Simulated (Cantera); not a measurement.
Feed: 1 mol AlN, 10 mol HCl, 3.7 mol H2, held at 750 Torr.

Cantera equilibrium calculation (NASA polynomials, part measured and part estimated; ideal gas, pure solids and liquids). Candidate condensed phases: Al, AlCl3, AlN, NH4Cl; 20 gas species. The tables' values for AlCl2 are old estimates; treat these amounts as uncertain. The numbers say what is thermodynamically allowed, not how fast it happens.

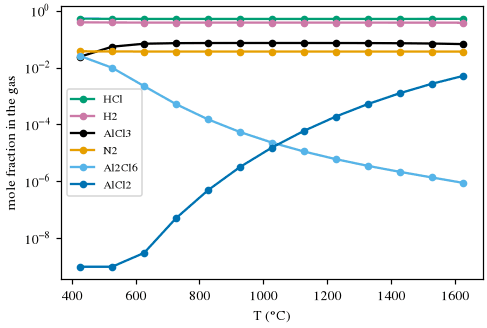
Fig. 1. Equilibrium gas composition (values under 1e-9 drawn at 1e-9)

Question: Read off the mole fractions at 427 °C.

Answer: HCl about 0.52, H2 about 0.39, N2 about 0.037, Al2Cl6 about 0.025, AlCl3 about 0.024.
